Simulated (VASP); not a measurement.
Band structure of GaAs (zinc blende). All values below come from PBE GGA with D4 dispersion, VASP's PBE PAW potentials (set 64) (plane waves; VASP 6.6.1).

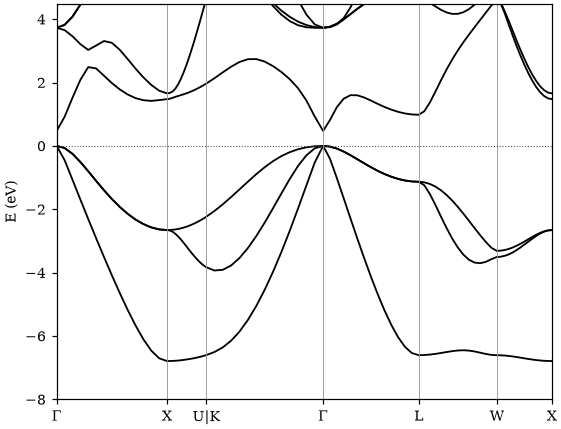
Fig. 1. Bands along high-symmetry lines, zero at the valence-band maximum or, without a gap, the Fermi level

Task: Read the plot: is there a gap, and where are the band edges?

Result: The gap is direct, 0.47 eV, from the valence maximum at Γ to the conduction minimum at Γ. (Edges off the drawn lines would not show.)

Measured: gap 1.57 eV (computed value off by -1.10 eV), as given by Wei Chen et al., Physical Review Materials (2018), doi:10.1103/physrevmaterials.2.073803 [zero-point renormalisation of 0.05 eV added back (the table's ZPR column)].

The compound is GaAs in the zinc blende structure. It was relaxed first.
